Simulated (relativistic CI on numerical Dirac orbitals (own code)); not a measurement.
Run report: Tc⁴⁺, relativistic CI calculation

System: Tc⁴⁺.
Method: Dirac-Coulomb-Breit CI, KLI orbitals optimised for each configuration, model QED (radiative potential, 1s self-energy scaled to tabulated hydrogen-like ionisation energies), Kramers-Heisenberg scattering through one core-hole configuration in a parametric crystal field (relativistic CI on numerical Dirac orbitals, in-house).

Results in brief:

| quantity | value |
| --- | --- |
| outcome | converged |
| hardware | 1 CPU thread, shared host |
| CPU time | 1.5 s |

Remarks:

Limits: free-ion energies: absolute edge positions are off by a few eV from solids; atomic spin-orbit and Slater integrals without covalency.

The input:
```
atom Tc  Z=43  charge=4  electrons=39
nucleus A=97  rms_radius_fm=4.4112
hamiltonian dirac-coulomb  breit=on  qed=on  c_scale=1
orbitals kli  potential=per-configuration
slater_scale 1
correlation none
mixing on
configurations
  [Kr] 4d3
  [He] 2s2 2p5 3s2 3p6 3d10 4s2 4p6 4d4
end
rixs L2,3 T=10 core_hole_width=1.6
crystal_field D3d 10Dq=19900 Dsigma=510 Dtau=-190
```

Launched within a batch (the task file carries these settings):
```bash
python <driver script> task.json out
```

The program writes its results to a structured record and prints no log; tables and figures of this report are taken from that record.

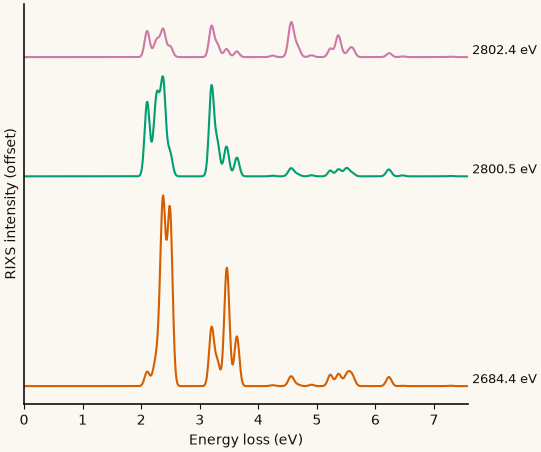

Fig. 1: Resonant inelastic X-ray scattering at the L₂,₃ edge of Tc⁴⁺ (technetium, Z = 43), [Kr] 4d³, in a field of D3d symmetry with 10Dq = 19,900, Dσ = 510, Dτ = −190 cm⁻¹, for three incident energies; the elastic line is left out and the lowest final levels are broadened by a Gaussian of 0.1 eV. Computed by the Kramers–Heisenberg formula on Dirac–Coulomb–Breit multiplets, Slater integrals scaled by 1, 10 K, core-hole width 1.6 eV, all polarisations summed. At 2684.4 eV the curve peaks at 2.1, 2.4, 2.5, 3.2, 3.5, 3.6 and 5.6 eV; among the strongest single levels are 2.48 eV (Γ₄, S = 1.3, 100 %), 2.37 eV (Γ₅,₆, S = 1.5, 87 %) and 2.39 eV (Γ₄, S = 1.5, 62 %). At 2800.5 eV the curve peaks at 2.1, 2.3, 2.4, 3.2, 3.5, 3.6, 4.6, 5.4 and 5.5 eV; among the strongest single levels are 3.20 eV (Γ₄, S = 0.9, 63 %), 2.37 eV (Γ₅,₆, S = 1.5, 50 %) and 2.28 eV (Γ₄, S = 0.8, 49 %). At 2802.4 eV the curve peaks at 2.1, 2.4, 3.2, 3.5, 3.6, 4.6, 5.2, 5.4, 5.6 and 6.2 eV; among the strongest single levels are 3.20 eV (Γ₄, S = 0.9, 21 %), 4.57 eV (Γ₅,₆, S = 0.5, 15 %) and 2.11 eV (Γ₅,₆, S = 0.8, 13 %). Percentages refer to the strongest inelastic level of all.
